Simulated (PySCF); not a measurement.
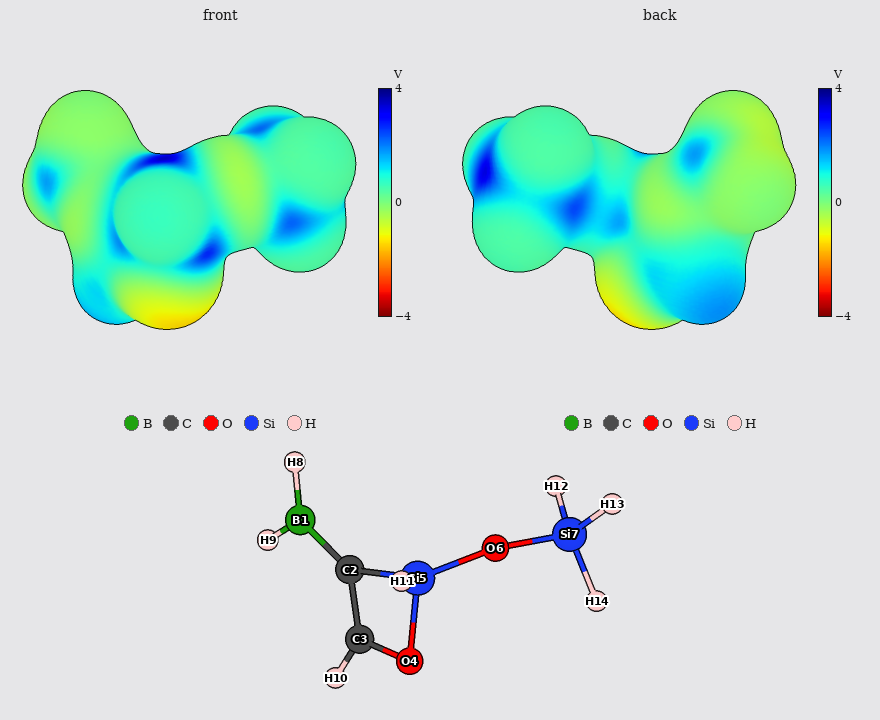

*C₂H₇BO₂Si₂. The molecular electrostatic potential painted on the density surface at 0.004 e/bohr³, seen from the front and from behind; the colour scale runs from red (negative) to blue (positive). The bare structure is drawn below in the same view.*

Geometry: GFN2-xTB.

Level of theory: CAM-B3LYP/def2-SVPD, SCF density, gas phase in PySCF 2.14.0.

The calculation's input:

```
{"job": {"kind": "uv", "xc": "CAM-B3LYP", "basis": "def2-SVPD", "nstates": 8, "ntriplets": 3}, "charge": 0, "multiplicity": 1}
B      2.279259    -0.012020     1.514620
C      1.348798     0.476979     0.425521
C      1.585819     0.756552    -0.880582
O      0.440275     1.172571    -1.465501
Si    -0.414619     1.059073     0.037882
O     -1.665999     0.059457    -0.047904
Si    -2.443532    -1.300110    -0.510573
H      1.913591    -0.080383     2.624506
H      3.371493    -0.328796     1.232556
H      2.475384     0.724744    -1.490976
H     -0.934891     2.365157     0.380393
H     -1.835222    -2.415564     0.212208
H     -3.816937    -1.026881    -0.097615
H     -2.304095    -1.451251    -1.956700
```

Run with:

```sh
OMP_NUM_THREADS=1 python probes_run.py task.json out
```

Which sites attract a positive test charge, and which a negative one?

A positive charge is drawn to the negative regions and a negative charge to the positive ones. The most negative region (about −1.4 V) lies over O4, the most positive (about +3.1 V) over Si5 and Si7. O4 is the likeliest acceptor of a hydrogen bond.
